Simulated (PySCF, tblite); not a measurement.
**C6H6AlBCl2: geometry, infrared bands and NMR shifts**

Aim: predict the infrared bands and NMR shifts of C6H6AlBCl2 (`CC#[C][AlH][C]#CCB(Cl)Cl`).

Programs: tblite 0.8.0 and PySCF 2.14.0, with density-fitted response routines of our own. Each step states its level of theory. These are calculated values for one molecule in the gas phase, unless marked as measured. Atoms count from 0, in the outputs and in this text.

## 1. Starting geometry

16 atoms, charge 0, multiplicity 1; geometry from: force field or distance geometry start.

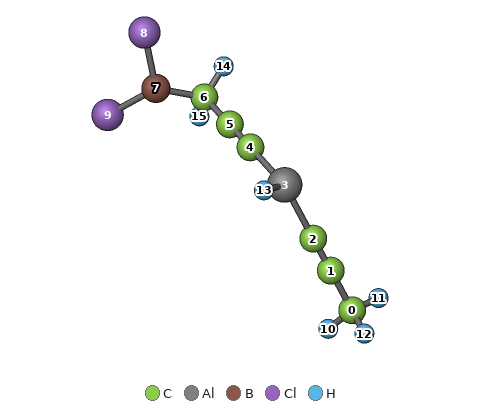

As it starts; carbon green, aluminium grey, boron brown, chlorine purple, hydrogen blue, atoms numbered; sticks join atoms by distance.

## 2. Optimising the geometry with GFN2-xTB

The job: settings as JSON, then the geometry in Å.

```
{"job": {"kind": "relax", "xc": "GFN2-xTB", "basis": "xTB"}, "charge": 0, "multiplicity": 1}
C      4.573400    -1.083100    -0.298900
C      3.427500    -0.336000     0.250000
C      2.499500     0.267100     0.704000
Al     0.938200     1.254800     1.387100
C     -0.802200     0.899800     0.567000
C     -1.867600     0.672200     0.032600
C     -3.153300     0.372600    -0.600600
B     -4.230800     0.035400     0.521500
Cl    -5.485200     1.329200     0.915000
Cl    -4.867500    -1.716400     0.621800
H      4.324200    -2.166100    -0.403100
H      4.729900    -0.718700    -1.336600
H      5.467900    -1.009400     0.341800
H      0.922600     1.497700     2.989200
H     -3.424100     1.261500    -1.204600
H     -3.060200    -0.551700    -1.230100
```

Started as:

```
OMP_NUM_THREADS=1 python probes_run.py task.json out
```

The driver reads the jobs from task.json and runs them one after another.

**Question.** This job is followed by: GFN2-xTB harmonic vibrations, gas phase; GIAO PBE0/pcSseg-1 NMR shielding, non-relativistic, gas phase. What will the session give for the following? strongest single infrared mode (GFN2-xTB); zero-point energy (GFN2-xTB); ¹³C shifts against TMS (PBE0/pcSseg-1); ¹H shifts against TMS (PBE0/pcSseg-1, means over atoms taken as alike); ²⁷Al shifts against AlH4- (PBE0/pcSseg-1); ¹¹B shifts against BF3·OEt2 (PBE0/pcSseg-1); ³⁵Cl shifts against HCl (PBE0/pcSseg-1, means over atoms taken as alike).

As calculated:

```
                                                                quantity                                    value
                               strongest single infrared mode (GFN2-xTB)                     660 cm⁻¹, 758 km/mol
                                            zero-point energy (GFN2-xTB)                            59.2 kcal/mol
                                  ¹³C shifts against TMS (PBE0/pcSseg-1)  118.2, 112.4, 99.5, 94.4, 23.3, 6.6 ppm
  ¹H shifts against TMS (PBE0/pcSseg-1, means over atoms taken as alike)                     4.44, 2.68, 2.12 ppm
                               ²⁷Al shifts against AlH4- (PBE0/pcSseg-1)                                109.6 ppm
                             ¹¹B shifts against BF3·OEt2 (PBE0/pcSseg-1)                                 57.9 ppm
³⁵Cl shifts against HCl (PBE0/pcSseg-1, means over atoms taken as alike)                                  282 ppm
```

In words: Over 107 steps the energy fell by 1.032 eV; of the close pairs, B7–Cl9 changed most, 1.867 to 1.718 Å. The lowest mode is imaginary (23i cm⁻¹), so the xTB geometry is not a minimum. The strongest single mode, at 660 cm⁻¹, moves mainly H13. Unscaled tight-binding wavenumbers are off by several per cent, some by more. Its intensities can rank the bands wrongly. At PBE0/pcSseg-1: The widest tensor belongs to Cl8, Cl9: span 505 ppm, with a paramagnetic part of -477 ppm.
